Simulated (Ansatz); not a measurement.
C2H4F2O2 (SMILES OC(F)OCF)

The calculation's input:

```
crystal:
  periodic: [false, false, false]
  atoms:
    - {symbol: O, position_ang: [-0.154407, -1.676977, -0.323586]}
    - {symbol: C, position_ang: [-0.370069, -0.719346, 0.621856]}
    - {symbol: F, position_ang: [-0.170422, -1.218125, 1.865815]}
    - {symbol: O, position_ang: [0.529602, 0.342738, 0.530229]}
    - {symbol: C, position_ang: [0.323503, 1.176132, -0.548262]}
    - {symbol: F, position_ang: [-0.767218, 1.984416, -0.330174]}
    - {symbol: H, position_ang: [0.759849, -1.976886, -0.242567]}
    - {symbol: H, position_ang: [-1.407003, -0.387966, 0.530842]}
    - {symbol: H, position_ang: [0.132409, 0.615310, -1.468884]}
    - {symbol: H, position_ang: [1.206656, 1.809406, -0.632271]}
basis:
  gaussian: {orbitals: def2-TZVPP}
hamiltonian: {xc: pbe0, dispersion: d4}
output: {orbitals: {seedname: orbitals}}
```

Launched as:

```sh
ansatz run in.yaml --threads 4 --pin off --events-out ev --progress --plain --max-ram 10444MiB
```

Geometry: PBE0-D4/def2-TZVP.

Method: RKS PBE0-D4/def2-TZVPP (Ansatz).

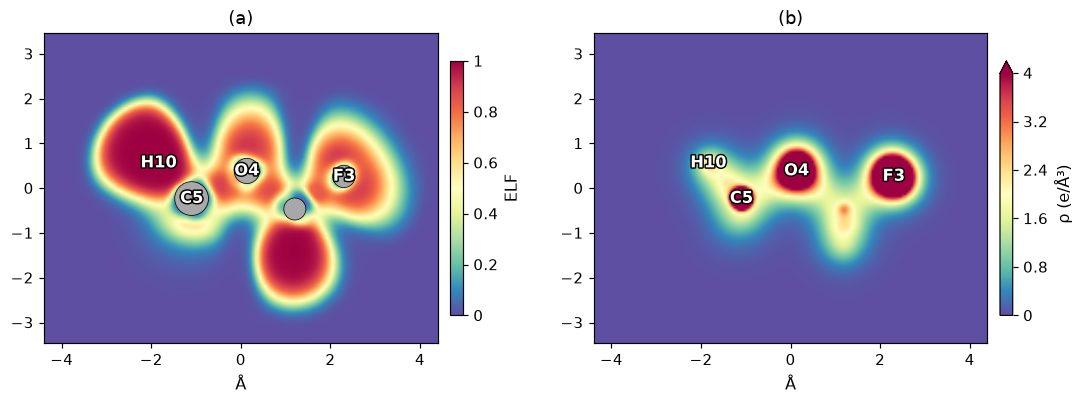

Figure 1. (a) ELF; (b) total electron density on the plane of atoms O4, C5 and H10. Grey discs cover the atomic cores in the ELF map.

Question: Interpret the plot.

Answer: The section cuts through F, O, C and H sites. C–O (1.38 Å): ρ is about 2.3 e/Å³ halfway, with its minimum of 1.9 e/Å³ about 0.5 Å from C; the ELF peaks at about 0.90 between the atoms: a polar covalent bond. C–H (1.09 Å): ρ is about 2.2 e/Å³ halfway; the ELF climbs to about 1 towards the hydrogen, as it does in any bond to H: an ordinary covalent bond to hydrogen. The ELF also peaks beside F3 and O4, away from the bonds: lone-pair regions.

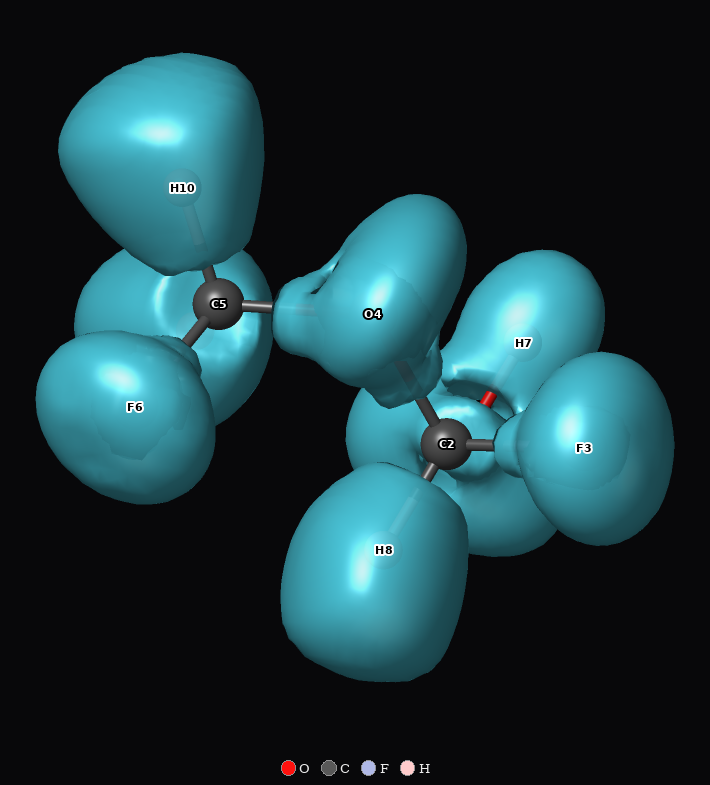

Figure 2. Isosurface of the electron localisation function at 0.75 (cyan), seen at an oblique angle. Only the valence region is drawn (cores and ρ < 0.01 e/Å³ removed).

Question: Identify the bonds, lone pairs and shells in this picture.

Answer: At this value the surface marks out three regions around hydrogen nuclei, two regions on F in which the atom's valence shell and bonds are merged, one region on O in which the atom's valence shell and bonds are merged and one joined region spread over several atoms (H, O), in which their bonds and any lone pairs are merged. Profiles from the grid: C–F (1.36 Å): the ELF peaks at about 0.85 between the atoms, as expected for a polar covalent bond. C–O (1.36 Å): the ELF peaks at about 0.90 between the atoms: a shared but strongly polarised pair.

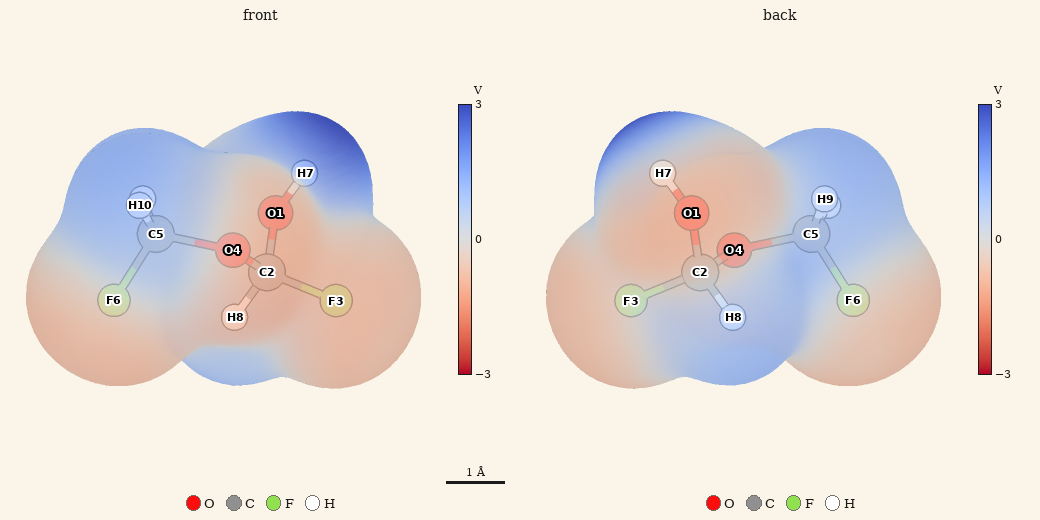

Figure 3. The molecular electrostatic potential painted on the density surface at 0.002 e/bohr³, seen from the front and from behind; the colour scale runs from red (negative) to blue (positive).

Question: Which sites attract a positive test charge, and which a negative one?

Answer: A positive charge is drawn to the negative regions and a negative charge to the positive ones. The most negative region (about −1.0 V) lies over O4, the most positive (about +2.9 V) over H7. O4 is the likeliest acceptor of a hydrogen bond.

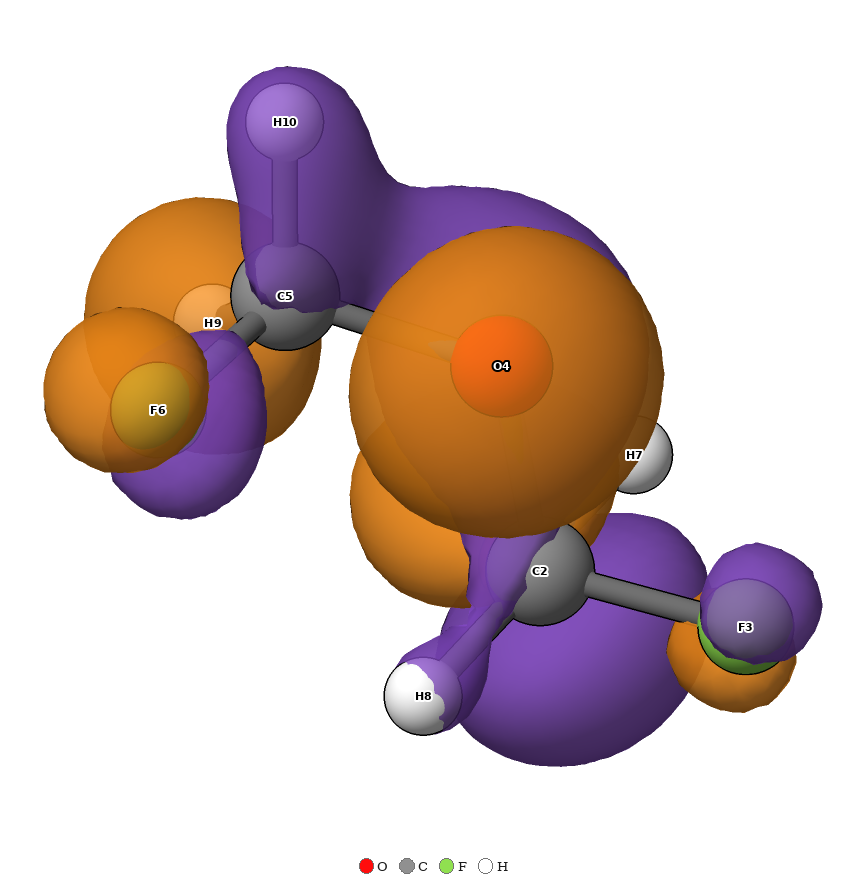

Figure 4. The HOMO at ±0.1 Å⁻³ᐟ² (orange and purple are the two phases), seen at an oblique angle.

Question: Where does this orbital lie, and at what energy?

Answer: It lies mainly on O4 (about 45 %), O1 (about 25 %) and C5 (about 10 %); largely a combination of lone pairs on O4 and O1. Its energy is −9.27 eV.
